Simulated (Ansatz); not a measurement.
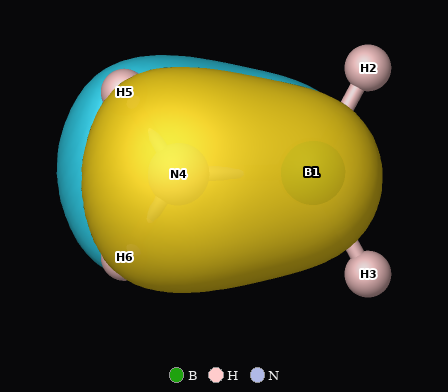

*BH$_{4}$N. One frontier orbital at ±0.1 Å⁻³ᐟ² (yellow and cyan are the two phases), seen at a tilt.*

Level of theory: Ansatz 0.2.0, RKS PBE-D4/def2-SVPD.

Input

```
crystal:
  periodic: [false, false, false]
  atoms:
    - { symbol: B, position_ang: [0.110992, -0.000771, 0.063411] }
    - { symbol: H, position_ang: [0.300562, -0.464269, 1.134043] }
    - { symbol: H, position_ang: [1.132724, 0.465076, -0.305557] }
    - { symbol: "N", position_ang: [-1.09233, -0.001362, -0.631723] }
    - { symbol: H, position_ang: [-1.948516, -0.414213, -0.265221] }
    - { symbol: H, position_ang: [-1.205332, 0.415539, -1.554853] }
basis:
  gaussian: { orbitals: def2-SVPD }
hamiltonian:
  xc: pbe
  dispersion: d4
relax:
  f_tol: 0.03
  max_steps: 50
output:
  orbitals: {}
```

Launched as:

```sh
ansatz run input.yaml --threads 1 --pin off --max-ram 2048MiB --backend cpu --events-out ev --progress --plain --runs-dir out
```

The fields are those of the run's last geometry, not of the input's.

**Which orbital is it: HOMO or LUMO?**

The HOMO, at −7.35 eV. By Hirshfeld shares it lies mainly on N4 (about 70 %) and B1 (about 20 %); it changes sign across the molecular plane (π type); π-bonding across B1–N4.
